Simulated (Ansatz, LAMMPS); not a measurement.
## Structural relaxation of amorphous HfO2 at 7.65 g/cm^3 (78 atoms)

Wanted: the relaxed structure of amorphous HfO2 at 7.65 g/cm^3 (78 atoms) and its electronic structure.

Program: Ansatz 0.2.0. Level of theory: Kohn-Sham DFT, PBE, PAW (set soft_2), plane waves. Results are calculated unless marked as measured.

## Step 1: Set-up

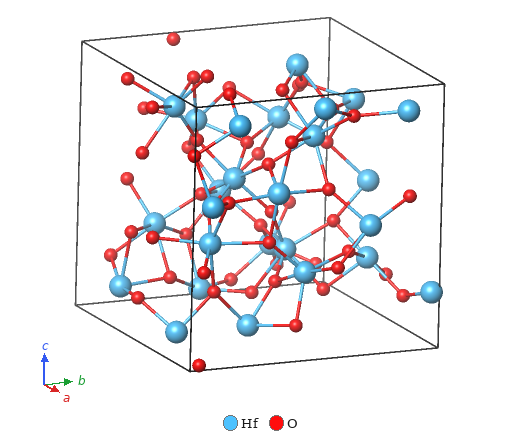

The cell as given, slightly off an axis (hafnium blue, oxygen red). Bonds to atoms that aren't drawn are left out. Some periodic images of atoms are drawn too.

The cell holds 78 atoms: 26 Hf and 52 O. Its edges and angles: a = 10.591 Å, b = 10.591 Å, c = 10.591 Å, α = 90.0°, β = 90.0°, γ = 90.0°. 78 atoms (26 Zr, 52 O) placed at random at 4.48 g/cm³, melted at 5000 K for 10 ps at fixed volume with the Morse and Coulomb pair potential with partial charges (Pedone, Malavasi, Menziani, Cormack and Segre, J. Phys. Chem. B 110, 11780 (2006)). Quenched from 5000 K to 300 K at 50 K/ps and fixed volume, held 5 ps, then minimised at fixed cell. Then Zr was replaced by Hf (the potential has no terms for the new elements, so the cell is a start for a DFT relaxation). The density is one point of a scan and needn't be that of the real material.

What the set-up can't give: The quench rate of 50 K/ps far exceeds what a furnace or splat quench reaches, so expect more defects and frozen-in strain than in a real sample. The network of bonds at the start is that of the classical potential that made the cell. Only the Γ point is sampled in the main run, in a cell whose shortest periodic width is 11 Å. No spin–orbit coupling is included, so levels derived from the heavy atoms are approximate.

## Step 2: The classical run that made the cell

A classical potential supplies the starting structure, since it reaches far longer times than DFT.

This step: classical MD, Morse and Coulomb pair potential with partial charges (Pedone, Malavasi, Menziani, Cormack and Segre, J. Phys. Chem. B 110, 11780 (2006)) (LAMMPS 22 Jul 2025 - Update 4).

The input, in.lmp:

```
# melt-quench of Zr26O52
units metal
atom_style charge
boundary p p p
region box block 0 10.5908 0 10.5908 0 10.5908
create_box 2 box
mass 1 91.2240   # Zr
mass 2 15.9990   # O
create_atoms 1 random 26 33978 NULL overlap 1.5 maxtry 2000
create_atoms 2 random 52 33985 NULL overlap 1.5 maxtry 2000
pair_style hybrid/overlay pedone 5.5 coul/long 8.0
pair_coeff * * coul/long
pair_coeff 1 2 pedone 0.206237 2.479675 2.436997 1   # Zr-O
pair_coeff 2 2 pedone 0.042395 1.379316 3.618701 22   # O-O
set type 1 charge 2.4
set type 2 charge -1.2
kspace_style pppm 1.0e-4
neigh_modify delay 0 every 1 check yes
thermo_style custom step time temp pe press density
thermo_modify norm yes
timestep 0.002
thermo 100
min_style cg
minimize 1e-4 1e-4 200 2000
reset_timestep 0
velocity all create 5000 33979 mom yes dist gaussian
fix lim all nve/limit 0.05
fix lan all langevin 5000 5000 0.2 33980 zero yes
thermo 500
run 1000 post no
unfix lim
unfix lan
thermo 833
fix md all nvt temp 5000 5000 0.2
run 5000 post no
unfix md
thermo 4700
fix md all nvt temp 5000 300 0.2
run 47000 post no
unfix md
thermo 1250
fix md all nvt temp 300 300 0.2
run 2500 post no
unfix md
thermo 100
min_style cg
minimize 0 1e-3 2000 20000
write_dump all custom glass.dump id type xs ys zs modify sort id
```

On the command line:

```console
$ lmp -in in.lmp -log none -nocite
```

Numbers of over 12 decimals in the logs are rounded to 6 here.

The program printed:

```text
LAMMPS (22 Jul 2025 - Update 4)
Created orthogonal box = (0 0 0) to (10.5908 10.5908 10.5908)
Created 26 atoms
Created 52 atoms
PPPM initialization ...
  G vector (1/distance) = 0.38506405
  grid = 12 12 12
  estimated relative force accuracy = 5.5814939e-05
   Step          Time           Temp          PotEng         Press         Density
         0   0              0             -1.7991964      907276.55      4.4784153
        71   0.142          0             -14.974585     -46214.685      4.4784153
Loop time of 0.315179 s on 1 MPI rank(s) for 71 steps with 78 atoms
Minimization stats:
  Stopping criterion = energy tolerance
  Energy initial, next-to-last, final =
     -1.79919641120928   -14.973249169031  -14.9745850600054
  Force two-norm initial, final = 300.13847 2.4517234
  Iterations, force evaluations = 71 89
   Step          Time           Temp          PotEng         Press         Density
         0   0              5000          -14.974585     -1468.2779      4.4784153
       500   1              2208.2975     -14.726834     -13146.871      4.4784153
      1000   2              2348.7523     -14.728442     -25917.136      4.4784153
Loop time of 1.58148 s on 1 MPI rank(s) for 1000 steps with 78 atoms
   Step          Time           Temp          PotEng         Press         Density
[... 2 lines left out ...]
      2499   4.998          4758.6611     -14.328246      29400.15       4.4784153
      3332   6.664          4364.5537     -14.258248      28808.004      4.4784153
      4165   8.33           4830.8185     -14.154053      62321.439      4.4784153
      4998   9.996          5178.1926     -14.265804      4946.3598      4.4784153
      5831   11.662         6038.0205     -14.286544     -37421.693      4.4784153
[... 1 line left out ...]
Loop time of 7.39079 s on 1 MPI rank(s) for 5000 steps with 78 atoms
   Step          Time           Temp          PotEng         Press         Density
[... 12 lines left out ...]
Loop time of 62.1095 s on 1 MPI rank(s) for 47000 steps with 78 atoms
   Step          Time           Temp          PotEng         Press         Density
[... 2 lines left out ...]
     55000   110            313.63022     -15.106963     -58193.465      4.4784153
     55500   111            324.34903     -15.101073     -65206.577      4.4784153
Loop time of 3.19911 s on 1 MPI rank(s) for 2500 steps with 78 atoms
   Step          Time           Temp          PotEng         Press         Density
     55500   111            324.34903     -15.101073     -65206.577      4.4784153
     55512   111.024        324.34903     -15.143821     -65157.816      4.4784153
Loop time of 0.0919037 s on 1 MPI rank(s) for 12 steps with 78 atoms
Minimization stats:
  Stopping criterion = linesearch alpha is zero
  Energy initial, next-to-last, final =
     -15.1010731088355  -15.1438205145852  -15.1438205145852
  Force two-norm initial, final = 11.893331 0.46422321
  Iterations, force evaluations = 12 57
```

It took 75 s on 1 thread of Intel Xeon at 2.80GHz (Skylake/Cascade Lake), shared host; peak memory 0.63 GiB.

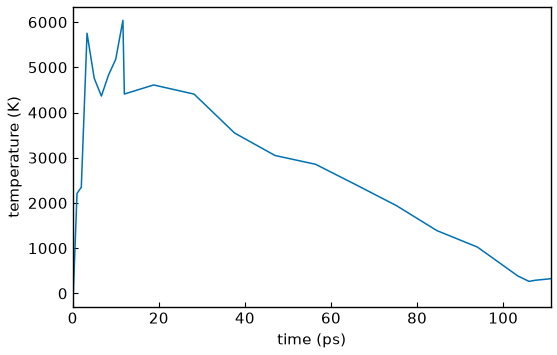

Temperature, plotted against time.

## Step 3: Single point at the start

The forces at the start show how far the geometry lies from a minimum of this functional.

The input, input.yaml:

```yaml
crystal:
  lattice:
    - [10.5908, 0.0, 0.0]
    - [0.0, 10.5908, 0.0]
    - [0.0, 0.0, 10.5908]
  atoms:
    - { symbol: Hf, position: [0.46074, 0.62498, 0.27267] }
    - { symbol: Hf, position: [0.13756, 0.7163, 0.20324] }
    - { symbol: Hf, position: [0.73519, 0.6017, 0.77211] }
    - { symbol: Hf, position: [0.6849, 0.3773, 0.06194] }
    - { symbol: Hf, position: [0.97071, 0.87257, 0.90177] }
    - { symbol: Hf, position: [0.49674, 0.63959, 0.97774] }
    - { symbol: Hf, position: [0.80765, 0.54463, 0.27897] }
    - { symbol: Hf, position: [0.15613, 0.499, 0.42835] }
    - { symbol: Hf, position: [0.2356, 0.69152, 0.71015] }
    - { symbol: Hf, position: [0.96949, 0.19299, 0.90425] }
    - { symbol: Hf, position: [0.47513, 0.40664, 0.56291] }
    - { symbol: Hf, position: [0.98573, 0.52805, 0.94462] }
    - { symbol: Hf, position: [0.64364, 0.87192, 0.26492] }
    - { symbol: Hf, position: [0.45686, 0.88977, 0.81532] }
    - { symbol: Hf, position: [0.23169, 0.20292, 0.34953] }
    - { symbol: Hf, position: [0.3343, 0.02296, 0.15392] }
    - { symbol: Hf, position: [0.23244, 0.39047, 0.08675] }
    - { symbol: Hf, position: [0.20626, 0.3718, 0.72012] }
    - { symbol: Hf, position: [0.94776, 0.74005, 0.47414] }
    - { symbol: Hf, position: [0.85093, 0.41183, 0.59919] }
    - { symbol: Hf, position: [0.45779, 0.95562, 0.50222] }
    - { symbol: Hf, position: [0.66529, 0.09882, 0.05656] }
    - { symbol: Hf, position: [0.43194, 0.17692, 0.84656] }
    - { symbol: Hf, position: [0.73282, 0.1946, 0.39904] }
    - { symbol: Hf, position: [0.97453, 0.98057, 0.2063] }
    - { symbol: Hf, position: [0.98219, 0.08542, 0.6093] }
    - { symbol: O, position: [0.28438, 0.83333, 0.15414] }
    - { symbol: O, position: [0.99406, 0.59079, 0.33868] }
    - { symbol: O, position: [0.89159, 0.09791, 0.3379] }
    - { symbol: O, position: [0.85075, 0.49363, 0.09253] }
    - { symbol: O, position: [0.63765, 0.51594, 0.92861] }
    - { symbol: O, position: [0.87286, 0.4481, 0.79704] }
    - { symbol: O, position: [0.4928, 0.80333, 0.37212] }
    - { symbol: O, position: [0.05375, 0.41495, 0.57439] }
    - { symbol: O, position: [0.38966, 0.52815, 0.09921] }
    - { symbol: O, position: [0.26591, 0.61543, 0.31436] }
    - { symbol: O, position: [0.12618, 0.56664, 0.07816] }
    - { symbol: O, position: [0.32329, 0.2275, 0.16646] }
    - { symbol: O, position: [0.63825, 0.00546, 0.41618] }
    - { symbol: O, position: [0.51355, 0.54205, 0.43494] }
    - { symbol: O, position: [0.2962, 0.35893, 0.46353] }
    - { symbol: O, position: [0.55926, 0.73764, 0.13494] }
    - { symbol: O, position: [0.77841, 0.95821, 0.14606] }
    - { symbol: O, position: [0.57094, 0.26252, 0.4767] }
    - { symbol: O, position: [0.1325, 0.53804, 0.80844] }
    - { symbol: O, position: [0.59144, 0.0134, 0.89656] }
    - { symbol: O, position: [0.77844, 0.73337, 0.3342] }
    - { symbol: O, position: [0.35153, 0.02291, 0.94395] }
    - { symbol: O, position: [0.92161, 0.03306, 0.79337] }
    - { symbol: O, position: [0.99422, 0.03897, 0.01777] }
    - { symbol: O, position: [0.38995, 0.29216, 0.6973] }
    - { symbol: O, position: [0.69362, 0.23308, 0.2039] }
    - { symbol: O, position: [0.88222, 0.69275, 0.87649] }
    - { symbol: O, position: [0.79567, 0.22899, 0.97818] }
    - { symbol: O, position: [0.12286, 0.66641, 0.54451] }
    - { symbol: O, position: [0.65444, 0.45881, 0.65743] }
    - { symbol: O, position: [0.83868, 0.2157, 0.57838] }
    - { symbol: O, position: [0.35871, 0.04994, 0.36318] }
    - { symbol: O, position: [0.92669, 0.9062, 0.5648] }
    - { symbol: O, position: [0.11856, 0.8253, 0.78966] }
    - { symbol: O, position: [0.32603, 0.52409, 0.65206] }
    - { symbol: O, position: [0.4556, 0.04133, 0.68793] }
    - { symbol: O, position: [0.13153, 0.1345, 0.50036] }
    - { symbol: O, position: [0.37698, 0.82279, 0.63859] }
    - { symbol: O, position: [0.28977, 0.31865, 0.90723] }
    - { symbol: O, position: [0.5303, 0.00289, 0.16067] }
    - { symbol: O, position: [0.1503, 0.0669, 0.22161] }
    - { symbol: O, position: [0.35908, 0.72398, 0.87123] }
    - { symbol: O, position: [0.03806, 0.83572, 0.32577] }
    - { symbol: O, position: [0.55199, 0.25098, 0.98285] }
    - { symbol: O, position: [0.05443, 0.34376, 0.99063] }
    - { symbol: O, position: [0.62966, 0.50869, 0.20287] }
    - { symbol: O, position: [0.59687, 0.73863, 0.82708] }
    - { symbol: O, position: [0.84401, 0.61634, 0.5955] }
    - { symbol: O, position: [0.80989, 0.39705, 0.4051] }
    - { symbol: O, position: [0.00778, 0.8062, 0.08437] }
    - { symbol: O, position: [0.14896, 0.37041, 0.27228] }
    - { symbol: O, position: [0.07755, 0.22135, 0.7459] }
kpoints:
  mp_grid: { grid: [1, 1, 1] }
hamiltonian:
  xc: pbe
scf:
  occupations: { method: fermi_dirac, width: 0.025 }
output:
  forces: true
```

On the command line:

```console
$ ansatz run input.yaml --threads 4 --pin off --max-ram 8192MiB --backend cpu --events-out ev --progress --plain --runs-dir out
```

The program printed:

```text
Engine: ansatz 0.2.0, aarch64-unknown-linux-gnu
Pseudopotentials: kind: paw
Pseudopotential: Hf, paw, valence charge 26, recommended cutoff 420 eV (normal), Hf.paw.azcp
Pseudopotential: O, paw, valence charge 6, recommended cutoff 420 eV (normal), O.paw.azcp
[... 5 lines on functional and potentials left out ...]
Crystal: 78 atoms, lattice volume = 1187.918 Å³
Basis set: ecut = 420 eV, 23127 PW (Γ), exchange–correlation on 144×144×144 points (8 copies of the dense FFT grid, shifted against one another)
Bands: 572, of which v1, the nominal top of the filled ones, is band 494 counted from 1 (493 counted from 0)
Symmetry: 1 space group operations
Space group: P1 (ITA 1), of the structure as read, at distance tolerance 1.1e-4 Å
k-points: 1
[... 5 lines on functional and potentials left out ...]
Initial density: superposition of atomic densities (neutral atoms: chi_scale 0, normalization atom), corrected by the library's trained network
Initial wavefunctions: pseudopotential atomic-orbital guess
Functional: x = pbe(κ = 0.804, μ = 0.219515), c = pbe(β = 0.066725)
SCF iter   1: F=—  HF=-438385.094482 eV  |F-HF|=—  |Δ(HF+E_count)|=         —  Δρ=4.16e-3  dr2=2.13e-1  ethr=1.77e-3  ⟨swp⟩=5.0  Hψ=1760  notcnv=0  defer=55
preconditioner: auto → Resta (q_TF=auto, 2.646 Å⁻¹)  ε∞=4.8  [insulator: Δε(μ)=3.058 eV  Ē_g=16.908 eV  σ=0.025 eV  W_gap=1.00  n_scr=364 (ndim 8)  ℏωp=33.0 eV  f_vac=0.202  D(μ)=0.00/eV (n_scr^D=0)  ε∞_Penn≈4.8]
SCF iter   2: F=—  HF=-438385.078424 eV  |F-HF|=—  |Δ(HF+E_count)|=   1.61e-2  Δρ=2.06e-3  dr2=4.41e-2  ethr=2.16e-5  ⟨swp⟩=2.0  Hψ=1058  notcnv=0  defer=69
SCF iter   3: F=—  HF=-438385.080596 eV  |F-HF|=—  |Δ(HF+E_count)|=   2.17e-3  Δρ=9.31e-4  dr2=1.50e-2  ethr=4.46e-6  ⟨swp⟩=3.0  Hψ=859  notcnv=0  defer=69
SCF iter   4: F=—  HF=-438385.082966 eV  |F-HF|=—  |Δ(HF+E_count)|=   2.37e-3  Δρ=2.72e-4  dr2=1.46e-3  ethr=1.52e-6  ⟨swp⟩=4.0  Hψ=860  notcnv=0  defer=69
SCF iter   5: F=—  HF=-438385.083454 eV  |F-HF|=—  |Δ(HF+E_count)|=   4.88e-4  Δρ=1.78e-4  dr2=5.16e-4  ethr=1.48e-7  ⟨swp⟩=2.0  Hψ=997  notcnv=0  defer=69
SCF iter   6: F=—  HF=-438385.083724 eV  |F-HF|=—  |Δ(HF+E_count)|=   2.70e-4  Δρ=6.23e-5  dr2=7.76e-5  ethr=5.22e-8  ⟨swp⟩=2.0  Hψ=995  notcnv=0  defer=69
SCF iter   7: F=—  HF=-438385.086012 eV  |F-HF|=—  |Δ(HF+E_count)|=   2.29e-3  Δρ=4.96e-5  dr2=3.40e-5  ethr=7.85e-9  ⟨swp⟩=2.0  Hψ=1052  notcnv=0  defer=69
SCF iter   8: F=—  HF=-438385.086021 eV  |F-HF|=—  |Δ(HF+E_count)|=   8.71e-6  Δρ=1.82e-5  dr2=5.47e-6  ethr=3.44e-9  ⟨swp⟩=2.0  Hψ=989  notcnv=0  defer=69
SCF iter   9: F=—  HF=-438385.086025 eV  |F-HF|=—  |Δ(HF+E_count)|=   3.90e-6  Δρ=8.26e-6  dr2=9.58e-7  ethr=5.54e-10  ⟨swp⟩=2.0  Hψ=997  notcnv=0  defer=69
SCF iter  10: F=—  HF=-438385.086026 eV  |F-HF|=—  |Δ(HF+E_count)|=   4.43e-7  Δρ=5.99e-6  dr2=4.29e-7  ethr=9.69e-11  ⟨swp⟩=2.0  Hψ=995  notcnv=0  defer=69
SCF iter  11: F=-438385.086026 eV  HF=-438385.086026 eV  |F-HF|=2.68e-8  |Δ(HF+E_count)|=   8.93e-8  Δρ=1.94e-6  dr2=5.89e-8  ethr=1.01e-11  ⟨swp⟩=2.0  Hψ=2057  notcnv=0
SCF 1 converged in 11 iterations: F = -438385.086026 eV  dr2 = 5.89e-8
  greatest PAW one-centre occupation: 0.999 electrons in one spin orbital (limit 2), on the Hf atom at site 11 (counted from 0), in its partial waves of l = 0
SCF converged after 11 iterations
Free energy (F): -438385.086026 eV
Harris-Foulkes:  -438385.086026 eV  (|F-HF|=2.68e-8)
Internal energy: -438385.086026 eV  (E = F + TS)
E sigma→0 (E₀):  -438385.086026 eV
Fermi energy:    11.088706 eV
--- Per-component energies (eV) ---
  E_band       = -4881.097889
  E_kinetic    = 19900.308378
  E_local      = -201497.586545  (includes V_loc(G=0)·N_el)
  E_nonlocal   = -29839.392413
  E_hartree    = 91528.989132
  E_xc         = -11584.951039
  E_vxc        = -11744.767310  (∫ρ·V_xc dr)
  E_paw        = -188297.732094  (= ΣΔE_a)
  E_vpaw       = 35242.235182  (= ΣTr[D̂ρ^β])
  E_aug_tail   = 0.127505  (compensation charges beyond the density's cutoff)
  E_ewald      = -118594.848949
  E_smearing   = -0.000000  (= −TS)
  E_closure    = 0.000000  (closes the sum)
  Σ components = -438385.086026   (vs F -438385.086026, Δ=0.00e0)
--- Forces (eV/Å), atoms counted from 1 ---
  atom   1  Hf    -0.03279954    -0.83426092     2.35001460
  atom   2  Hf     0.57678594     1.34185766    -0.73040386
  atom   3  Hf    -0.54618787     0.20407886    -0.07166178
  atom   4  Hf    -0.12640993     0.63311626     0.47975801
  atom   5  Hf     1.64959517    -0.87885469    -1.11056549
  atom   6  Hf     0.34488362     0.12175458     0.60373116
  atom   7  Hf    -0.36456785    -0.06933570     0.00225076
  atom   8  Hf     0.22463546    -0.77426180     0.39602204
  atom   9  Hf    -0.49323138    -0.11195134    -0.34384492
  atom  10  Hf    -0.45545037    -0.72192053     1.11225633
  atom  11  Hf     1.57838885    -0.02480390    -1.59772016
  atom  12  Hf     0.55427734     0.13026604    -0.21643373
  atom  13  Hf     0.21716375     0.35371973     0.20249560
  atom  14  Hf     0.49255659     0.31299892     0.00616649
[...]
atom  77  O     -0.06958128    -0.01296539    -0.35223382
  atom  78  O     -0.14529401    -0.13805748     0.01070951
  max |Σ_I F_I| component: 3.19e-5 eV/Å
```

The job ended after 21 s (4 threads of Arm Neoverse V2, shared host; peak memory 1.9 GiB).

Numbers from this run:

```
free energy            : -438385.0860 eV
free energy per atom   : -5620.3216 eV/atom
SCF cycles             : 11
r.m.s. force component : 0.5453 eV/Å
longest force          : 2.494 eV/Å
Fermi energy           : 11.09 eV
```

The r.m.s. force component of 0.55 eV/Å sets the starting point.

Neighbours are counted within 2.82 Å (O-Hf).

Length of the force by element and coordination:

```csv
element,coordination,atoms,mean length of the force (eV/Å),spread,least,most
Hf,all,26,1.22,0.612,0.371,2.49
Hf,5,6,1.27,0.585,0.371,2.17
Hf,6,20,1.21,0.620,0.462,2.49
O,all,52,0.551,0.318,0.137,1.67
O,2,7,0.885,0.484,0.370,1.67
O,3,44,0.492,0.244,0.137,1.39
O,4,1,0.803,0,0.803,0.803
```

(Continued in part 2 of 4.)

[Logs are printed without paths, hosts, clocks, repeated set-up lines and the standing remarks that a program may print on its own settings, such as how far it seeks lower states.]

[Hosts, paths, dates, database ids (printed as entryN), source tags and the programs' standing remarks are cut or masked in the printed files.]
